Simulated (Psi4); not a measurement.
**C2H2ClF (1-chloro-2-fluoroethene): a chain of runs**

We compute a structure relaxation (TPSS-D4/6-31+G*), then the harmonic vibrations, then the energy (MP2/cc-pVTZ) of C2H2ClF (1-chloro-2-fluoroethene). 

The results are computed with Psi4 1.11.

## 1. The system as given

C2H2ClF: 6 atoms, total charge 0, spin state singlet. SMILES: `F/C=C/Cl`. The coordinates come from a GFN2-xTB relaxation. The run starts from this shape.

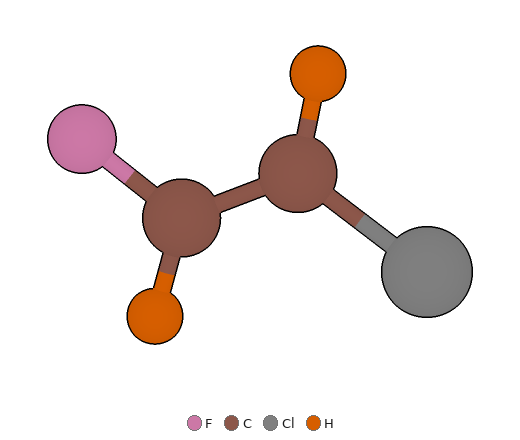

The structure, seen from a chosen angle (fluorine pink, carbon brown, chlorine grey, hydrogen orange).

## 2. A structure relaxation at TPSS-D4/6-31+G(d) (density fitting, Cartesian functions) (run 1)

calc.py

```python
import psi4

psi4.set_memory('1600 MB')
psi4.set_num_threads(1)
psi4.core.set_output_file('output.dat', False)

m = psi4.geometry("""
0 1
F
C 1 1.338439
C 2 1.321799 1 120.55612
Cl 3 1.709207 2 121.59674 1 179.98186
H 2 1.079338 3 126.54387 4 0.01245
H 3 1.078686 2 122.84187 5 -179.98865
""")

psi4.set_options({
    'basis': '6-31+G*',
    'reference': 'rks',
    'geom_maxiter': 60,
})

result = psi4.optimize("TPSS-D4", molecule=m)
print('E =', round(result, 9))
m.save_xyz_file('final.xyz', False)
```

Run with:

```console
$ python calc.py
```

output.dat:

```text
[...]
  Running in c1 symmetry.
[...]
  Nuclear repulsion =  140.911166190994351
[...]
  Multiplicity = 1
[...]
  Nalpha       = 20
  Nbeta        = 20
[...]
    Number of basis functions: 84
[...]
   @DF-RKS iter   1:  -637.18004736841408    9.33445e-03   8.60259e-03 ADIIS/DIIS
[...]
   @DF-RKS iter   8:  -637.45705127361100   -7.27596e-12   6.07145e-09 DIIS
[...]
    Orbital Energies [Eh]
    ---------------------
    Doubly Occupied:
       1A   -101.030406     2A    -24.468686     3A    -10.105983
       4A    -10.075353     5A     -9.267264     6A     -7.049409
       7A     -7.037520     8A     -7.037171     9A     -1.162380
      10A     -0.828869    11A     -0.705985    12A     -0.572469
      13A     -0.497666    14A     -0.465971    15A     -0.421080
      16A     -0.404435    17A     -0.351212    18A     -0.336549
      19A     -0.293874    20A     -0.233148
[...]
  @DF-RKS Final Energy:  -637.45705127361100
   => Energetics <=
    Nuclear Repulsion Energy =            138.8748914897114730
    One-Electron Energy =               -1153.6713720886291412
    Two-Electron Energy =                 427.6022921901179643
    DFT Exchange-Correlation Energy =     -50.2580061621460459
    Empirical Dispersion Energy =          -0.0048567026653189
    VV10 Nonlocal Energy =                  0.0000000000000000
    Total Energy =                       -637.4570512736110004
[...]
 Multipole Moments:
 ------------------------------------------------------------------------------------
     Multipole            Electronic (a.u.)      Nuclear  (a.u.)        Total (a.u.)
 ------------------------------------------------------------------------------------
 L = 1.  Multiply by 2.5417464519 to convert [e a0] to [Debye]
 Dipole X            :         -0.0004539            0.0004286           -0.0000253
 Dipole Y            :          0.0187359            0.0471230            0.0658590
 Dipole Z            :          0.4030547           -0.3649599            0.0380947
 Magnitude           :                                                    0.0760829
[...]
  -Total Gradient:
     Atom            X                  Y                   Z
    ------   -----------------  -----------------  -----------------
       1       -0.000015265952    -0.000117575169     0.000105027245
       2        0.000026242984     0.000071490223    -0.000301956058
       3        0.000010702123    -0.000075335936     0.000247726472
       4       -0.000010037179    -0.000007966816    -0.000092869250
       5       -0.000007560822     0.000010698925     0.000113088280
       6       -0.000003631832     0.000010235155    -0.000091806548
[...]
    Final optimized geometry and variables:
    Molecular point group: c1
    Full point group: C1
    Geometry (in Angstrom), charge = 0, multiplicity = 1:
    F
    C             1    1.362659
    C             2    1.335894      1  119.863041
    CL            3    1.742102      2  121.095833      1 -179.973232
    H             2    1.085887      3  127.160985      4    0.002550
    H             3    1.085408      2  123.604249      5  179.984474
[...]
```

Standard output:

```text
Some dependencies such as QCElemental have not yet finished migration to pydantic v2. If issues are encountered please downgrade pydantic or upgrade QCElemental as appropriate
Optimizer: Optimization complete!
E = -637.457051274
```

Run time: 32 s. Hardware: 1 thread of Intel Xeon 6975P-C (Granite Rapids), shared host; peak memory 1 GiB.

Step by step:

```
step  energy from the first frame kept (eV)  largest force (eV/Å)
   0                                 0.0000                1.0019
   1                                -0.0316                0.4000
   2                                -0.0341                0.1524
   3                                -0.0344                0.0160
```

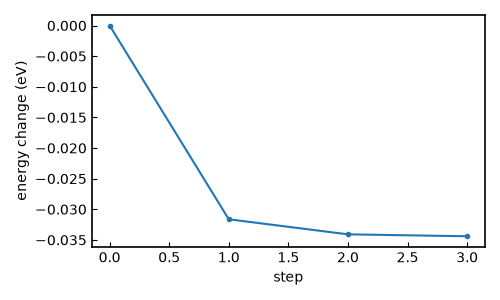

Energy along the run.

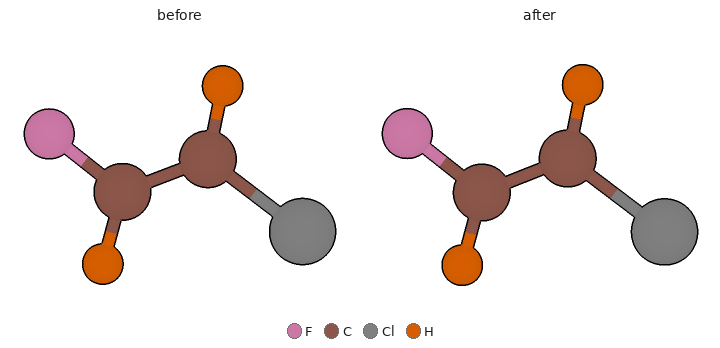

Before and after, at one scale.

After the run. Bond lengths: F1–C2 1.363 Å, C2–C3 1.336 Å, C3–Cl4 1.742 Å, C2–H5 1.086 Å, C3–H6 1.085 Å. Angles: F1–C2–C3 119.9°, C2–C3–Cl4 121.1°, F1–C2–H5 113.0°, C3–C2–H5 127.2°, C2–C3–H6 123.6°, Cl4–C3–H6 115.3°.

## 3. The harmonic vibrations at TPSS-D4/6-31+G(d) (density fitting, Cartesian functions) (run 2)

calc.inp

```
memory 1600 mb

molecule geom {
  0 1
  F      1.778793    -0.165156     0.477513
  C      0.628284    -0.191189    -0.252207
  C     -0.523084     0.190766     0.307326
  Cl    -2.012816     0.169605    -0.595540
  H      0.779270    -0.540206    -1.269331
  H     -0.608028     0.530973     1.334533
}

set basis 6-31+G*
set t 400.0
set rotational_symmetry_number 1

freq('tpss-d4')
```

Run with:

```console
$ psi4 -i calc.inp -o calc.out -n 1
```

calc.out (excerpt; [...] marks lines left out):

```text
[...]
  Running in c1 symmetry.
[...]
  Nuclear repulsion =  138.874890452083889
[...]
  Multiplicity = 1
[...]
  Nalpha       = 20
  Nbeta        = 20
[...]
    Number of basis functions: 84
[...]
   @DF-RKS iter   1:  -637.19524171598630   -8.19919e-02   8.33777e-03 ADIIS/DIIS
[...]
   @DF-RKS iter  12:  -637.45704762997138   -6.82121e-13   1.92259e-09 DIIS
[...]
  @DF-RKS Final Energy:  -637.45704762997138
   => Energetics <=
    Nuclear Repulsion Energy =            138.8913599323863366
    One-Electron Energy =               -1153.7026208786908228
    Two-Electron Energy =                 427.6184050097383533
    DFT Exchange-Correlation Energy =     -50.2593347870666847
    Empirical Dispersion Energy =          -0.0048569063385678
    VV10 Nonlocal Energy =                  0.0000000000000000
    Total Energy =                       -637.4570476299713846
[...]
 Multipole Moments:
[...]
  -Total Gradient:
     Atom            X                  Y                   Z
    ------   -----------------  -----------------  -----------------
       1       -0.000183181463     0.000001488134    -0.000011856802
       2        0.000484104790    -0.000318465929    -0.000963355129
       3       -0.000371259428     0.000365333010     0.001031392133
       4        0.000092682720     0.000005469040     0.000084845292
       5       -0.000237031456     0.000360933224     0.001070720356
       6        0.000177172983    -0.000376998916    -0.001115066810
[...]
  ==> Harmonic Vibrational Analysis <==
[...]
  Freq [cm^-1]                 261.4940            262.6325            436.6642
[...]
  IR activ [km/mol]             6.0063              0.9591              1.4190
[...]
  Freq [cm^-1]                 763.6999            856.7213            901.9472
[...]
  IR activ [km/mol]             6.3412             66.4532             72.4329
[...]
  Freq [cm^-1]                1102.7875           1242.2469           1313.8268
[...]
  IR activ [km/mol]            193.0887             4.8274              0.3011
[...]
  Freq [cm^-1]                1664.6584           3220.1450           3225.4700
[...]
  IR activ [km/mol]            19.4086             10.5328              2.6543
[...]
  Total E_0, Enthalpy at 0 [K]                                                         -637.42230399 [Eh]
[...]
  Total H, Enthalpy at  400.00 [K]                                                     -637.41436216 [Eh]
[...]
```

On the terminal:

```text
Warning: used thermodynamics relations inappropriate for low-frequency modes: ['261.4940' '262.6325' '436.6642']
```

Wall time 4.1 min (1 thread of Intel Xeon 6975P-C (Granite Rapids), shared host); peak memory 0.99 GiB.

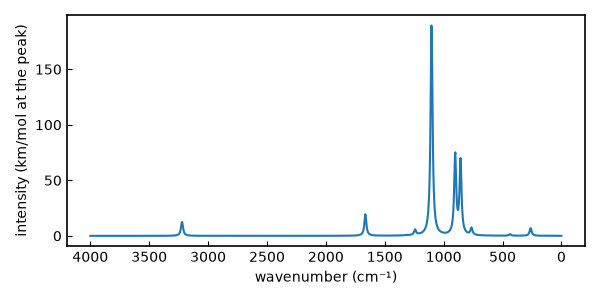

Harmonic infrared spectrum, unscaled, lines broadened by 10 cm⁻¹.

## 4. The energy at MP2/cc-pVTZ (density fitting, density fitting for correlation) (run 3)

job.inp

```
memory 1600 mb

molecule m {
  0 1
  F      1.778793    -0.165156     0.477513
  C      0.628284    -0.191189    -0.252207
  C     -0.523084     0.190766     0.307326
  Cl    -2.012816     0.169605    -0.595540
  H      0.779270    -0.540206    -1.269331
  H     -0.608028     0.530973     1.334533
  symmetry c1
}

set freeze_core true

e = energy("mp2/cc-pVTZ")
```

Run with:

```console
$ psi4 job.inp job.out -n 1
```

job.out:

```text
[...]
  Running in c1 symmetry.
[...]
  Nuclear repulsion =  138.874890452083889
[...]
  Multiplicity = 1
[...]
  Nalpha       = 20
  Nbeta        = 20
[...]
    Number of basis functions: 152
[...]
   @DF-RHF iter   1:  -635.83890792078955   -5.87482e-01   1.85875e-03 ADIIS/DIIS
[...]
   @DF-RHF iter  12:  -635.88143096834585   -6.93490e-12   4.43587e-09 DIIS
[...]
    Orbital Energies [Eh]
    ---------------------
    Doubly Occupied:
       1A   -104.854893     2A    -26.320195     3A    -11.349845
       4A    -11.312788     5A    -10.579281     6A     -8.046197
       7A     -8.044231     8A     -8.044184     9A     -1.630517
      10A     -1.167408    11A     -1.022804    12A     -0.837088
      13A     -0.737190    14A     -0.710321    15A     -0.698875
      16A     -0.595355    17A     -0.580700    18A     -0.520502
      19A     -0.468239    20A     -0.377171
[...]
  @DF-RHF Final Energy:  -635.88143096834585
   => Energetics <=
    Nuclear Repulsion Energy =            138.8748904520838892
    One-Electron Energy =               -1153.7170752664651445
    Two-Electron Energy =                 378.9607538460354021
    Total Energy =                       -635.8814309683457395
[...]
 Multipole Moments:
 ------------------------------------------------------------------------------------
     Multipole            Electronic (a.u.)      Nuclear  (a.u.)        Total (a.u.)
 ------------------------------------------------------------------------------------
 L = 1.  Multiply by 2.5417464519 to convert [e a0] to [Debye]
 Dipole X            :         -0.3337009            0.3322001           -0.0015009
 Dipole Y            :         -0.0192255           -0.0086782           -0.0279038
 Dipole Z            :         -0.2471982            0.1580646           -0.0891336
 Magnitude           :                                                    0.0934113
[...]
```

Wall time 2.5 s (1 thread of Intel Xeon 6975P-C (Granite Rapids), shared host); peak memory 0.35 GiB.

## 5. What came out

| quantity | value |
| --- | --- |
| run 1, TPSS-D4/6-31+G*: total energy at the end | -637.45705 Eh |
| run 1, TPSS-D4/6-31+G*: dipole moment | 0.19 D |
| run 1, TPSS-D4/6-31+G*: HOMO energy | -6.34 eV |
| run 1, TPSS-D4/6-31+G*: LUMO energy | -1.19 eV |
| run 1, TPSS-D4/6-31+G*: HOMO–LUMO gap | 5.15 eV |
| run 1, TPSS-D4/6-31+G*: dispersion energy | -12.75 kJ/mol |
| run 2, TPSS-D4/6-31+G*: lowest harmonic wavenumber | 261 cm⁻¹ |
| run 2, TPSS-D4/6-31+G*: highest harmonic wavenumber | 3225 cm⁻¹ |
| run 2, TPSS-D4/6-31+G*: zero-point energy | 91.2 kJ/mol |
| run 2, TPSS-D4/6-31+G*: ideal-gas entropy at 400 K (symmetry number 1 as used) | 73.2 cal/(mol K) |
| run 3, MP2/cc-pVTZ: total energy | -636.63793 Eh |
| run 3, MP2/cc-pVTZ: HOMO energy (Hartree–Fock orbitals) | -10.26 eV |
| run 3, MP2/cc-pVTZ: LUMO energy (Hartree–Fock orbitals) | 3.67 eV |
| run 3, MP2/cc-pVTZ: HOMO–LUMO gap (Hartree–Fock orbitals) | 13.93 eV |
| run 3, MP2/cc-pVTZ: correlation energy (8 core orbitals frozen) | -756.5 mEh |

The optimisation (run 1, TPSS-D4/6-31+G*) took 4 steps and changed the energy by -0.034 eV. All 12 modes (run 2, TPSS-D4/6-31+G*) are real, so the shape is a minimum at this level.
